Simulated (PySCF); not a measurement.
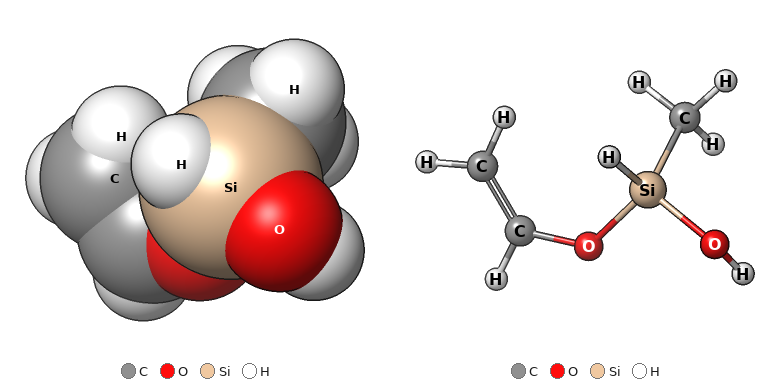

Two views of one molecule.

Identify the structure.

It has 14 atoms: 3 carbon, 8 hydrogen, 2 oxygen and 1 silicon (C3H8O2Si). As SMILES it reads `C=CO[Si@H](C)O`. It has no ring. Among its groups: alkene, Si–H bond, Si–O bond. The point group is C1. Coordination: 2 C trigonal planar; 2 O bent; 1 Si tetrahedral; 1 C tetrahedral.

More results for the same structure follow; atom numbers are the same in all pictures, views and colours differ. The computed structure is the end point of a PBE0-D3(BJ)/def2-SVP optimisation. No frequency run is at hand to confirm it as a minimum.

### Spin–spin coupling

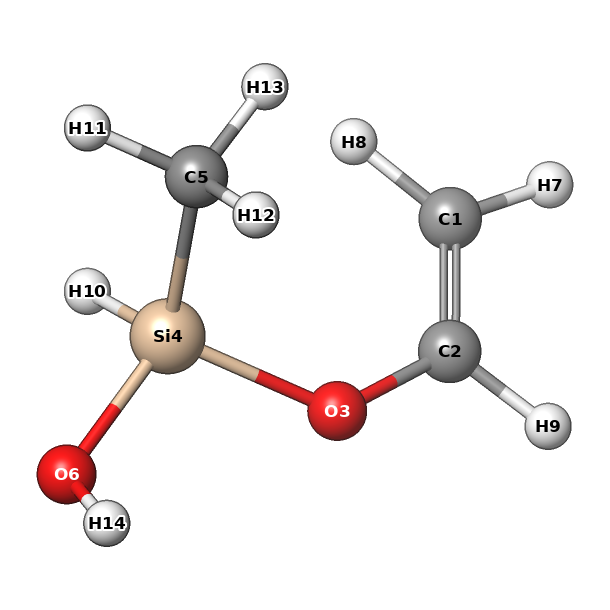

No frequency run is at hand to confirm it as a minimum. Level of theory: B3LYP/6-31G* indirect spin-spin coupling, non-relativistic, gas phase (PySCF 2.14.0). Isotopes: 13C, 1H, 17O, 29Si.

Give the spin–spin coupling constants of these pairs, with the number of bonds between them: O3/Si4, Si4/O6, Si4/H10, Si4/H12, Si4/H11, Si4/H14, Si4/H13, C1/Si4, Si4/H9.

```
    pair  bonds apart  J (Hz)
 O3, Si4            1   −13.3
 Si4, O6            1   −14.0
Si4, H10            1  −220.2
Si4, H12            2     8.6
Si4, H11            2     3.9
Si4, H14            2     2.9
Si4, H13            2     3.7
 C1, Si4            3    −3.2
 Si4, H9            3    −7.6
```

### Electronic properties

No frequency run is at hand to confirm it as a minimum. Level of theory: B3LYP/6-31G*, gas phase (PySCF 2.14.0).

Predict the main results.

- dipole moment: 1.83 D
- HOMO energy (Kohn–Sham orbital): −6.24 eV
- LUMO energy (Kohn–Sham orbital): 0.93 eV
- HOMO–LUMO gap: 7.17 eV

### Quadrupole coupling

No frequency run is at hand to confirm it as a minimum. Electric field gradients from the ground-state density, B3LYP/6-31G* (PySCF 2.14.0), non-relativistic apart from any core potentials.

Give the largest field-gradient component, the quadrupole coupling constant and the asymmetry for 17O at O3 (Q = −25.6 mb), 17O at O6 (Q = −25.6 mb), 2H at H7 (Q = 2.86 mb), 2H at H8 (Q = 2.86 mb), 2H at H9 (Q = 2.86 mb), 2H at H10 (Q = 2.86 mb).

| atom | V_zz (a.u.) | e²qQ/h (MHz) | η |
| --- | --- | --- | --- |
| O3 | 1.433 | −8.62 | 0.13 |
| O6 | 1.395 | −8.39 | 0.57 |
| H7 | 0.298 | 0.201 | 0.09 |
| H8 | 0.293 | 0.197 | 0.10 |
| H9 | 0.277 | 0.186 | 0.09 |
| H10 | 0.147 | 0.099 | 0.01 |
